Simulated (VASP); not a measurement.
Consider the following.

```xyz
6
Lattice="4.5901 0.0000 0.0000 0.0000 4.5901 0.0000 0.0000 0.0000 3.0276" Properties=species:S:1:pos:R:3 pbc="T T T"
Mg     0.0000     0.0000     0.0000
Mg     2.2950     2.2950     1.5138
F      1.3904     1.3904     0.0000
F      3.6854     0.9047     1.5138
F      0.9047     3.6854     1.5138
F      3.1997     3.1997     0.0000
```

These are SCAN meta-GGA, VASP's PBE PAW potentials (set 64) (plane waves; VASP 6.6.1) values and carry that method's errors. Run with 520 eV cut-off, 6×6×8 Γ-centred mesh, tetrahedra with Blöchl corrections, potentials Mg F.

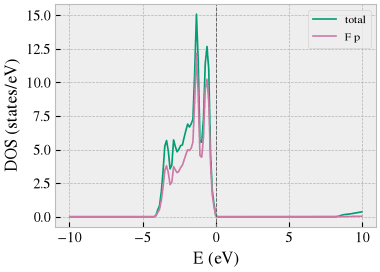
Figure: Total and projected density of states, zero at the valence-band maximum

Within 2 eV below the valence-band maximum the largest weight inside VASP's projection spheres is F p.

The gap is direct, 8.09 eV, from the valence maximum at Γ to the conduction minimum at Γ.

The compound is MgF2 in the rutile structure. It was relaxed first.
